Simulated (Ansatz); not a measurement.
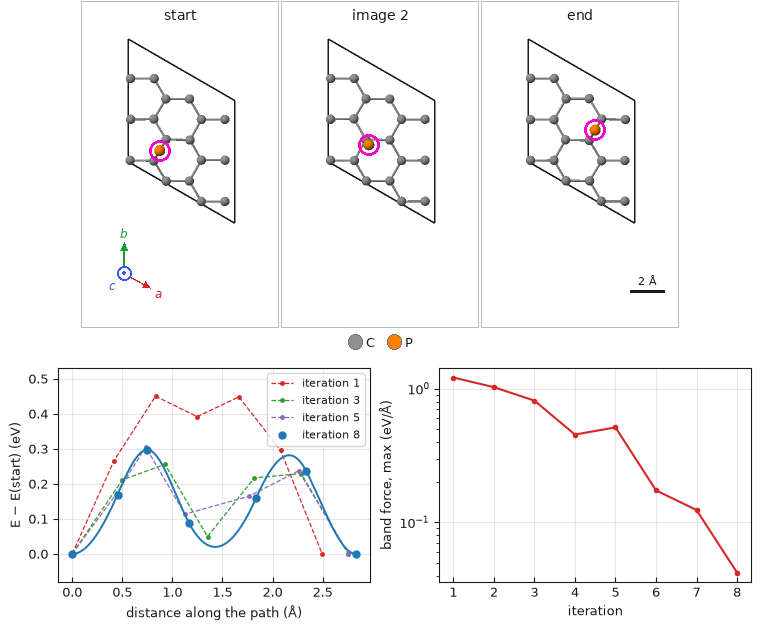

A nudged-elastic-band calculation for P on graphene monolayer (19 atoms in the cell). Images are numbered from 0 (start) to 6 (end). The plot follows the band through its iterations. Style: ball-and-stick. Shown: the simulation cell, with the vacuum cut short (origin moved), along the c axis. The moving atom is ringed, with any periodic copies. Bonds to atoms that aren't drawn are left out.

All numbers below come from DFT PBE-D3(BJ), scalar-relativistic, plane waves, PAW (Ansatz 0.2.0). Run with plane-wave cutoff 420 eV; k-point mesh 2 × 2 × 1; Gaussian smearing 0.02 eV; spin collinear; 5 movable images; climbing image; force threshold 0.05 eV/Å; iteration limit 28; starting path by straight interpolation.

> Did the band converge, and can the barrier be trusted?

The run is converged, with reservations. The band converged in 8 iterations. The largest component of the band force went from 1.2 to 0.042 eV/Å. The climbing image converged on the top of the path. A check of its curvatures didn't confirm a first-order saddle. The first iteration put the highest image at 0.451 eV. The two ends have the same energy, and the highest point, image 2, lies 0.298 eV above the start. The profile has 2 maxima (images 2, 5) with a dip at image 3 (+0.088 eV), so the process runs in steps.

Limits of the set-up: the periodic images lie only 7.4 Å apart, so the values are limited by the cell's size.

The run took 34 min on 2 threads of Arm Neoverse N1 (shared host), peak memory 2.1 GiB.
